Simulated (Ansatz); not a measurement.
**A computed series for ZrO2: pressure series**

Base system: ZrO2 in the anatase structure (space group I4_1/amd, No. 141; a = 3.999 Å, c = 10.650 Å; a cell from a computed database, its experimental status unchecked).

Cell and atoms are relaxed at each pressure.

Level of theory: DFT with PBEsol, PAW potentials and a 420 eV plane-wave cutoff in Ansatz (a first-principles code), without spin-orbit coupling.

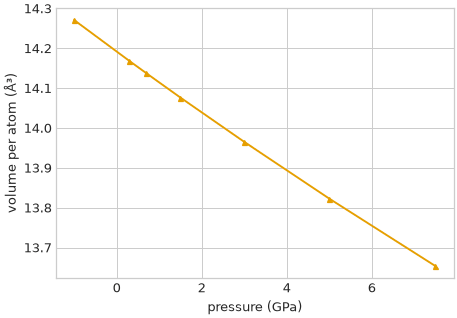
*Volume against pressure*

Task: Estimate the zero-pressure bulk modulus from the plot.

Result: About 180 GPa; a third-order Birch–Murnaghan fit to the points gives V₀ = 14.19 Å³/atom, B₀ = 181 GPa and B₀′ = 3.5.

Load acts through the strain it causes; cell and atoms are relaxed under it. Stability against distortions was not tested. Competing high-pressure phases were not computed. This is not the structure that ZrO2 has at room temperature and ambient pressure.
